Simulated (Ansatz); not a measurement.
**Pressure series in NiSi2**

Consider NiSi2 (space group Fm-3m, No. 225; a = 5.390 Å; non-magnetic).

Cell and atoms are relaxed at each pressure.

Calculations: plane-wave PAW DFT at the r2SCAN level (Ansatz, a quantum-chemistry and plane-wave program, 500 eV), no SOC, earlier PAW set.

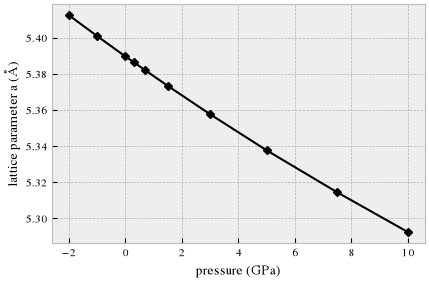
Figure. Lattice parameter a against pressure

### Question
From the plot, what is the lattice parameter a for pressure 0.7 GPa?

### Answer
About 5.38 Å.

### Question
Is the trend monotonic over the range shown?

### Answer
Yes, it falls throughout, spanning 5.292 Å to 5.413 Å.

Load acts through the strain it causes; cell and atoms are relaxed under it. No phonon test of stability was made. Competing high-pressure phases were not computed. Seeded moments were not kept for the base. The final runs are not spin-polarised.
